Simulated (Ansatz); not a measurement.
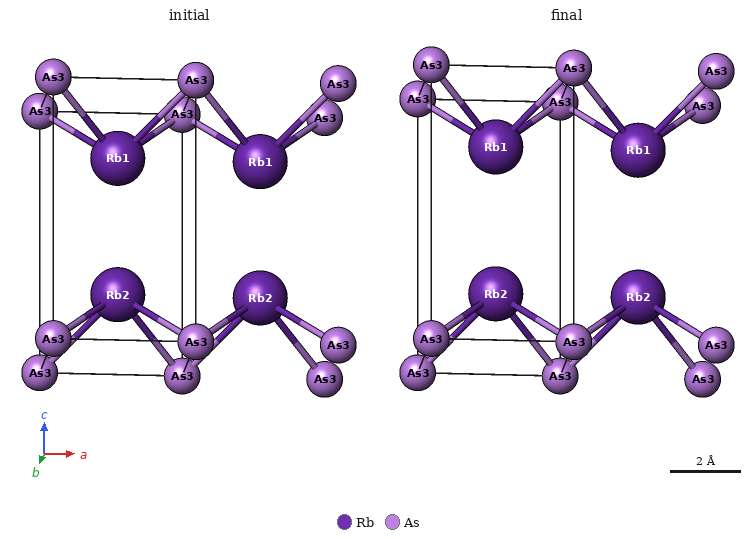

The structure of solid Rb₂As (a generated structure, set up in P4/mmm) before (left) and after (right) a relaxation, at one scale.

Style: ball-and-stick. Shown: the cell of the calculation, repeated 2 × 1 × 1 with one cell outlined, from a free direction.

Level of theory: Ansatz, DFT PBE+D3(BJ), scalar-relativistic, plane waves, PAW. Settings: plane-wave cutoff 420 eV; k-point mesh 12 × 12 × 6; occupations gaussian; smearing width 0.1 eV; no spin polarisation; cell and atoms relaxed; force threshold 0.01 eV/Å; at most 80 steps.

Question: Describe what moved and what it gained.

Answer: Over 4 accepted moves (5 points after the start) the energy falls by 2.2 meV per atom. Largest force component: 0.008 eV/Å at the start, 0.0062 eV/Å at the end. The pressure goes from 0.21 to 0.02 GPa. At 1 point the geometry stayed and the basis and grid were re-selected for the new cell (energy shift of 0.1 meV per atom at most each time). The largest moves relative to the cell, 0.062 Å, are those of Rb1 and Rb2. Rb2 goes along −c. As stays in place. Cell: a = b 4.120 → 4.119 Å (0.0 %), c 7.756 → 8.119 Å (+4.7 %). Volume +4.6 %. Near-neighbour distances that change, for instance: Rb1–As3 3.455 → 3.468 Å. The space group stays P4/mmm (No. 123). Cost: 90 s on 1 thread of Intel(R) Xeon(R) Platinum 8375C CPU @ 2.90GHz (Ice Lake), with other jobs on the host, peak memory 0.62 GiB.
